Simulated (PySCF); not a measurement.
Vertical excitations of a molecule C4H6BrF from PySCF 2.14.0 with TDA-B3LYP/def2-SVPD, as energy in eV (oscillator strength): 5.93 (0.000), 6.14 (0.000), 6.15 (0.001), 6.90 (0.020), 7.00 (0.009), 7.00 (0.001), 7.02 (0.001), 7.29 (0.025), 7.33 (0.047), 7.53 (0.013). Lowest triplet (TDA): 4.43 eV. Geometry optimised at PBE0-D3(BJ)/def2-SVP. Other conformers were not sampled.

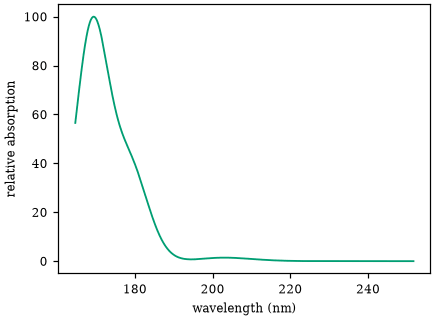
Figure. The lines broadened by 0.4 eV.

### Question
Which structure fits?
A. F/C=C/CCBr
B. C[C@]1(F)C[C@H]1Br
C. F[C@@H]1C[C@@H]1CBr
D. C/C(F)=C(\C)Br

### Answer
A, F/C=C/CCBr
